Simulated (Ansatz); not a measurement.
Run report: CH7B2ClSi, nudged elastic band (part 1 of 2)

System: CH7B2ClSi.
Method: RKS revPBE/def2-SVP (Ansatz 0.2.0).

It belongs to a series of runs on one base structure; here: band between the two ends. Figures and captions count atoms from 1; the log counts them from 0 in places.

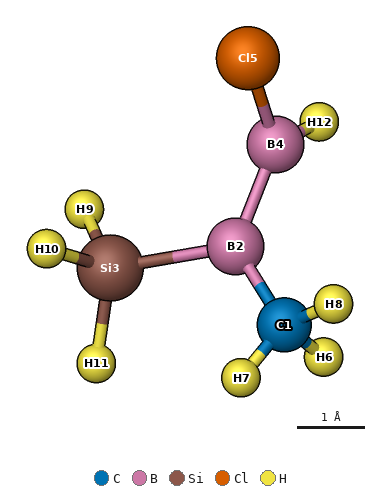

*The input geometry (ball-and-stick view, seen at a tilt; atoms are numbered from 1 in the order of the input).*

### The input
```yaml
crystal:
  periodic: [false, false, false]
  atoms:
    - { symbol: C, position_ang: [-0.79912, -0.819253, 1.262915] }
    - { symbol: B, position_ang: [-0.274567, -0.111432, -0.046497] }
    - { symbol: Si, position_ang: [1.514394, 0.8998, 0.024326] }
    - { symbol: B, position_ang: [-1.038255, -0.070603, -1.535098] }
    - { symbol: Cl, position_ang: [-0.584867, -1.279496, -2.762507] }
    - { symbol: H, position_ang: [-1.452809, -0.037952, 1.72881] }
    - { symbol: H, position_ang: [-0.031646, -1.062598, 2.025296] }
    - { symbol: H, position_ang: [-1.455156, -1.69668, 1.090253] }
    - { symbol: H, position_ang: [1.66808, 2.00204, -0.993782] }
    - { symbol: H, position_ang: [2.590047, -0.127522, -0.257897] }
    - { symbol: H, position_ang: [1.789525, 1.480517, 1.392784] }
    - { symbol: H, position_ang: [-1.848825, 0.768181, -1.894504] }
basis:
  gaussian: { orbitals: def2-SVP }
hamiltonian:
  xc: revpbe
neb:
  order_check: false
  images: 7
  f_tol: 0.05
  max_iterations: 60
  final_atoms:
    - { symbol: C, position_ang: [-0.93726683, -0.80770689, 1.33942105] }
    - { symbol: B, position_ang: [-0.40392976, -0.25593461, -0.06018439] }
    - { symbol: Si, position_ang: [1.43354214, 0.69338491, -0.18764604] }
    - { symbol: B, position_ang: [-0.65174716, -0.25967323, -1.5794006] }
    - { symbol: Cl, position_ang: [-0.816367, 0.00709546, -3.27664127] }
    - { symbol: H, position_ang: [-1.99118305, -1.14603369, 1.27502141] }
    - { symbol: H, position_ang: [-0.85497472, -0.07001246, 2.16372961] }
    - { symbol: H, position_ang: [-0.32637787, -1.68997068, 1.62850976] }
    - { symbol: H, position_ang: [1.79693618, 1.2540648, -1.54122425] }
    - { symbol: H, position_ang: [2.48146844, -0.33026223, 0.17369329] }
    - { symbol: H, position_ang: [1.52486838, 1.83745559, 0.7976392] }
    - { symbol: H, position_ang: [-1.17816774, 0.71259502, -0.69881878] }
  initial_path:
    images:
      - { positions_ang: [[-0.79912, -0.819253, 1.262915], [-0.274567, -0.111432, -0.046497], [1.514394, 0.8998, 0.024326], [-1.038255, -0.070603, -1.535098], [-0.584867, -1.279496, -2.762507], [-1.452809, -0.037952, 1.72881], [-0.031646, -1.062598, 2.025296], [-1.455156, -1.69668, 1.090253], [1.66808, 2.00204, -0.993782], [2.590047, -0.127522, -0.257897], [1.789525, 1.480517, 1.392784], [-1.848825, 0.768181, -1.894504]] }
      - { positions_ang: [[-0.83958018, -0.739617, 1.24985597], [-0.26622934, -0.120411, -0.07477254], [1.51143959, 0.83895179, -0.01157338], [-0.99938736, -0.17564021, -1.55547232], [-0.46451205, -1.00220863, -2.880252], [-1.58189808, 0.00098588, 1.59935826], [-0.11686152, -0.836153, 2.03758049], [-1.38772227, -1.65459533, 1.12980881], [1.62814997, 1.99268304, -0.93887505], [2.56653625, -0.1554787, -0.3775545], [1.82450831, 1.32973364, 1.37279465], [-1.79764232, 0.46675151, -1.51679938]] }
      - { positions_ang: [[-0.88004036, -0.65998099, 1.23679694], [-0.25789168, -0.12939, -0.10304807], [1.50848517, 0.77810359, -0.04747275], [-0.96051972, -0.28067742, -1.57584665], [-0.3441571, -0.72492127, -2.99799699], [-1.71098717, 0.03992375, 1.46990652], [-0.20207704, -0.609708, 2.04986498], [-1.32028855, -1.61251066, 1.16936463], [1.58821995, 1.98332608, -0.88396811], [2.5430255, -0.1834354, -0.49721201], [1.85949163, 1.17895029, 1.3528053], [-1.74645964, 0.16532203, -1.13909477]] }
      - { positions_ang: [[-0.92050054, -0.58034499, 1.2237379], [-0.24955402, -0.138369, -0.13132361], [1.50553076, 0.71725538, -0.08337213], [-0.92165208, -0.38571463, -1.59622097], [-0.22380214, -0.4476339, -3.11574199], [-1.84007625, 0.07886163, 1.34045478], [-0.28729256, -0.383263, 2.06214946], [-1.25285482, -1.57042598, 1.20892044], [1.54828992, 1.97396912, -0.82906116], [2.51951475, -0.2113921, -0.61686951], [1.89447494, 1.02816693, 1.33281594], [-1.69527696, -0.13610746, -0.76139015]] }
      - { positions_ang: [[-0.96096073, -0.50070898, 1.21067887], [-0.24121636, -0.14734801, -0.15959915], [1.50257635, 0.65640718, -0.11927151], [-0.88278444, -0.49075183, -1.6165953], [-0.10344719, -0.17034654, -3.23348699], [-1.96916533, 0.1177995, 1.21100303], [-0.37250808, -0.156818, 2.07443395], [-1.18542109, -1.52834131, 1.24847625], [1.50835989, 1.96461216, -0.77415421], [2.496004, -0.2393488, -0.73652701], [1.92945825, 0.87738358, 1.31282659], [-1.64409428, -0.43753695, -0.38368553]] }
      - { positions_ang: [[-0.95503725, -0.57745846, 1.24286441], [-0.28189471, -0.17449466, -0.13474546], [1.4853178, 0.66565161, -0.13636514], [-0.82502512, -0.43298218, -1.60729662], [-0.28167714, -0.12598604, -3.24427556], [-1.97466976, -0.1981588, 1.22700763], [-0.49312474, -0.13511661, 2.09675787], [-0.97066029, -1.56874865, 1.34348463], [1.58050396, 1.78697532, -0.96592172], [2.49237011, -0.26207715, -0.50897194], [1.82831078, 1.11740158, 1.18402974], [-1.52761265, -0.15000396, -0.46246884]] }
      - { positions_ang: [[-0.94911378, -0.65420794, 1.27504996], [-0.32257306, -0.20164131, -0.10989177], [1.46805925, 0.67489604, -0.15345877], [-0.7672658, -0.37521253, -1.59799795], [-0.4599071, -0.08162554, -3.25506413], [-1.98017419, -0.51411709, 1.24301222], [-0.6137414, -0.11341523, 2.11908178], [-0.75589948, -1.60915599, 1.43849301], [1.65264804, 1.60933848, -1.15768923], [2.48873622, -0.28480551, -0.28141686], [1.72716332, 1.35741959, 1.0552329], [-1.41113101, 0.13752904, -0.54125215]] }
      - { positions_ang: [[-0.9431903, -0.73095741, 1.3072355], [-0.36325141, -0.22878796, -0.08503808], [1.45080069, 0.68414048, -0.1705524], [-0.70950648, -0.31744288, -1.58869927], [-0.63813705, -0.03726504, -3.2658527], [-1.98567862, -0.83007539, 1.25901681], [-0.73435806, -0.09171384, 2.14140569], [-0.54113868, -1.64956333, 1.53350139], [1.72479211, 1.43170164, -1.34945674], [2.48510233, -0.30753387, -0.05386178], [1.62601585, 1.59743759, 0.92643605], [-1.29464938, 0.42506203, -0.62003546]] }
      - { positions_ang: [[-0.93726683, -0.80770689, 1.33942105], [-0.40392976, -0.25593461, -0.06018439], [1.43354214, 0.69338491, -0.18764604], [-0.65174716, -0.25967323, -1.5794006], [-0.816367, 0.00709546, -3.27664127], [-1.99118305, -1.14603369, 1.27502141], [-0.85497472, -0.07001246, 2.16372961], [-0.32637787, -1.68997068, 1.62850976], [1.79693618, 1.2540648, -1.54122425], [2.48146844, -0.33026223, 0.17369329], [1.52486838, 1.83745559, 0.7976392], [-1.17816774, 0.71259502, -0.69881878]] }
```

Hardware: 2 threads of Intel Xeon (Granite Rapids), 16 GiB of memory available, shared host.

Command:
```bash
ansatz run input.yaml --threads 2 --pin off --max-ram 3072MiB --backend cpu --events-out ev --progress --plain --runs-dir out
```

### Log
```
Engine: ansatz 0.2.0, x86_64-unknown-linux-gnu
Functional definition: revPBE
  parameter kappa = 1.245
  parameter beta = 0.06672455060314922
  exchange = pbe_x(kappa = kappa, mu = beta*pi^2/3)
  correlation = pbe_c(beta = beta)
1263 factors; their error is unknown
mean field evaluation 1: about -22883.4414 eV, gradient 5.2e1 eV
mean field evaluation 2: about -22872.1615 eV, gradient 7.8e1 eV
mean field evaluation 4: about -22891.1007 eV, gradient 3.9e0 eV
mean field evaluation 8: about -22891.0845 eV, gradient 1.8e-1 eV
mean field evaluation 16: about -22891.0846 eV, gradient 4.0e-5 eV
mean field -22891.08457782 eV, -841.2318421005 hartree, gradient 4.0e-5 eV, S^2 0.000000; 0 other end points of the search recorded, 0 dependent functions left out
the calculation of the forces begins
reference -22891.08462665 eV, -841.2318438949 hartree; 27, 27 occupied and 86, 86 virtual orbitals, 1263 factors
1263 factors; their error is unknown
mean field evaluation 32: about -22890.9082 eV, gradient 4.1e-4 eV
mean field -22890.90823969 eV, -841.2253617937 hartree, gradient 4.9e-5 eV, S^2 0.000000; 0 other end points of the search recorded, 0 dependent functions left out
[... from here on the field's lines of each further geometry are left out, up to the last ...]
NEB iter   1: max|band force component| = 7.686e0 eV/Å  barrier→ = 4.0304 eV  barrier← = 3.8541 eV  Δτ_max = 0.2000 Å  (302 SCF iters)
NEB iter   2: max|band force component| = 2.572e0 eV/Å  barrier→ = 2.5184 eV  barrier← = 2.3421 eV  Δτ_max = 0.2000 Å  (231 SCF iters)
NEB iter   3: max|band force component| = 1.425e0 eV/Å  barrier→ = 1.5732 eV  barrier← = 1.3968 eV  Δτ_max = 0.2000 Å  (231 SCF iters)
NEB iter   4: max|band force component| = 1.058e0 eV/Å  barrier→ = 0.9118 eV  barrier← = 0.7354 eV  Δτ_max = 0.2000 Å  (219 SCF iters)
NEB iter   5: max|band force component| = 6.369e-1 eV/Å  barrier→ = 0.5750 eV  barrier← = 0.3987 eV  Δτ_max = 0.2000 Å  (209 SCF iters)
NEB iter   6: max|band force component| = 3.379e-1 eV/Å  barrier→ = 0.3933 eV  barrier← = 0.2170 eV  CI = image 4  Δτ_max = 0.1485 Å  (206 SCF iters)
NEB iter   7: max|band force component| = 1.007e0 eV/Å  barrier→ = 0.4227 eV  barrier← = 0.2464 eV  CI = image 4  Δτ_max = 0.0746 Å  (209 SCF iters)
NEB iter   8: max|band force component| = 1.019e0 eV/Å  barrier→ = 0.4258 eV  barrier← = 0.2494 eV  CI = image 4  Δτ_max = 0.1494 Å  (201 SCF iters)
NEB iter   9: max|band force component| = 8.865e-1 eV/Å  barrier→ = 0.4468 eV  barrier← = 0.2705 eV  CI = image 4  Δτ_max = 0.1510 Å  (209 SCF iters)
NEB iter  10: max|band force component| = 2.212e0 eV/Å  barrier→ = 0.4569 eV  barrier← = 0.2806 eV  CI = image 3  Δτ_max = 0.0746 Å  (210 SCF iters)
NEB iter  11: max|band force component| = 9.444e-1 eV/Å  barrier→ = 0.4329 eV  barrier← = 0.2566 eV  CI = image 4  Δτ_max = 0.1481 Å  (203 SCF iters)
NEB iter  12: max|band force component| = 5.718e-1 eV/Å  barrier→ = 0.3915 eV  barrier← = 0.2151 eV  CI = image 4  Δτ_max = 0.1476 Å  (205 SCF iters)
NEB iter  13: max|band force component| = 3.604e-1 eV/Å  barrier→ = 0.3806 eV  barrier← = 0.2043 eV  CI = image 4  Δτ_max = 0.1406 Å  (200 SCF iters)
NEB iter  14: max|band force component| = 3.400e-1 eV/Å  barrier→ = 0.3614 eV  barrier← = 0.1851 eV  CI = image 4  Δτ_max = 0.1487 Å  (196 SCF iters)
NEB iter  15: max|band force component| = 1.724e-1 eV/Å  barrier→ = 0.3509 eV  barrier← = 0.1745 eV  CI = image 4  Δτ_max = 0.1187 Å  (199 SCF iters)
NEB iter  16: max|band force component| = 1.968e-1 eV/Å  barrier→ = 0.3471 eV  barrier← = 0.1707 eV  CI = image 4  Δτ_max = 0.1462 Å  (202 SCF iters)
NEB iter  17: max|band force component| = 3.514e-1 eV/Å  barrier→ = 0.3349 eV  barrier← = 0.1585 eV  CI = image 4  Δτ_max = 0.1316 Å  (204 SCF iters)
NEB iter  18: max|band force component| = 6.463e-1 eV/Å  barrier→ = 0.3363 eV  barrier← = 0.1600 eV  CI = image 4  Δτ_max = 0.0664 Å  (204 SCF iters)
NEB iter  19: max|band force component| = 3.785e-1 eV/Å  barrier→ = 0.3447 eV  barrier← = 0.1684 eV  CI = image 4  Δτ_max = 0.0666 Å  (205 SCF iters)
NEB iter  20: max|band force component| = 3.176e-1 eV/Å  barrier→ = 0.3542 eV  barrier← = 0.1779 eV  CI = image 4  Δτ_max = 0.1328 Å  (204 SCF iters)
NEB iter  21: max|band force component| = 3.171e-1 eV/Å  barrier→ = 0.3730 eV  barrier← = 0.1966 eV  CI = image 4  Δτ_max = 0.1324 Å  (200 SCF iters)
NEB iter  22: max|band force component| = 3.550e-1 eV/Å  barrier→ = 0.3849 eV  barrier← = 0.2086 eV  CI = image 4  Δτ_max = 0.0664 Å  (200 SCF iters)
NEB iter  23: max|band force component| = 2.118e-1 eV/Å  barrier→ = 0.3855 eV  barrier← = 0.2091 eV  CI = image 4  Δτ_max = 0.1271 Å  (202 SCF iters)
NEB iter  24: max|band force component| = 1.680e-1 eV/Å  barrier→ = 0.3688 eV  barrier← = 0.1925 eV  CI = image 4  Δτ_max = 0.1329 Å  (205 SCF iters)
NEB iter  25: max|band force component| = 5.340e-1 eV/Å  barrier→ = 0.3470 eV  barrier← = 0.1707 eV  CI = image 4  Δτ_max = 0.0664 Å  (200 SCF iters)
NEB iter  26: max|band force component| = 2.490e-1 eV/Å  barrier→ = 0.3358 eV  barrier← = 0.1595 eV  CI = image 4  Δτ_max = 0.1328 Å  (201 SCF iters)
NEB iter  27: max|band force component| = 2.164e-1 eV/Å  barrier→ = 0.3219 eV  barrier← = 0.1455 eV  CI = image 4  Δτ_max = 0.0991 Å  (201 SCF iters)
NEB iter  28: max|band force component| = 1.718e-1 eV/Å  barrier→ = 0.3139 eV  barrier← = 0.1375 eV  CI = image 4  Δτ_max = 0.0436 Å  (199 SCF iters)
NEB iter  29: max|band force component| = 3.089e-1 eV/Å  barrier→ = 0.3044 eV  barrier← = 0.1281 eV  CI = image 4  Δτ_max = 0.0218 Å  (199 SCF iters)
NEB iter  30: max|band force component| = 1.443e-1 eV/Å  barrier→ = 0.3030 eV  barrier← = 0.1266 eV  CI = image 4  Δτ_max = 0.0436 Å  (194 SCF iters)
NEB iter  31: max|band force component| = 6.299e-2 eV/Å  barrier→ = 0.3015 eV  barrier← = 0.1252 eV  CI = image 4  Δτ_max = 0.0529 Å  (208 SCF iters)
NEB iter  32: max|band force component| = 5.845e-2 eV/Å  barrier→ = 0.3014 eV  barrier← = 0.1251 eV  CI = image 4  Δτ_max = 0.0870 Å  (208 SCF iters)
NEB iter  33: max|band force component| = 3.720e-1 eV/Å  barrier→ = 0.3016 eV  barrier← = 0.1253 eV  CI = image 4  Δτ_max = 0.0438 Å  (206 SCF iters)
the calculation of the forces begins
reference -22890.86941072 eV, -841.2239348555 hartree; 27, 27 occupied and 86, 86 virtual orbitals, 1263 factors
1263 factors; their error is unknown
mean field -22890.78392418 eV, -841.2207932830 hartree, gradient 2.0e-5 eV, S^2 0.000000; 1 other end points of the search recorded, 0 dependent functions left out
the calculation of the forces begins
reference -22890.78397226 eV, -841.2207950498 hartree; 27, 27 occupied and 86, 86 virtual orbitals, 1263 factors
NEB iter  34: max|band force component| = 4.539e-2 eV/Å  barrier→ = 0.3007 eV  barrier← = 0.1243 eV  CI = image 4  Δτ_max = 0.0000 Å  (397 SCF iters)
```
